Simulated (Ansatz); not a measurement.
Consider GaN in the wurtzite structure (space group P6_3mc, No. 186; a = 3.183 Å, c = 5.184 Å).

Now apply this change: cell and atoms relaxed at a pressure of 15 GPa.

All numbers come from Kohn–Sham DFT with the r2SCAN functional, run in Ansatz (a program for electronic structure) with PAW and 500 eV plane waves, no spin-orbit coupling, earlier PAW set.

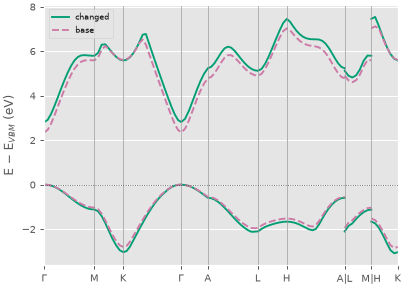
Figure. Highest valence and lowest conduction band along the path, each from its own valence-band maximum

The gap is 2.81 eV, direct at Γ; the base has 2.35 eV.

Load acts through the strain it causes; cell and atoms are relaxed under it. No phonon test of stability was made. Tetrahedral semiconductors of this kind turn to denser phases somewhere between about 1 and 50 GPa; those were not computed, so compressed cells here can lie past the real transition.
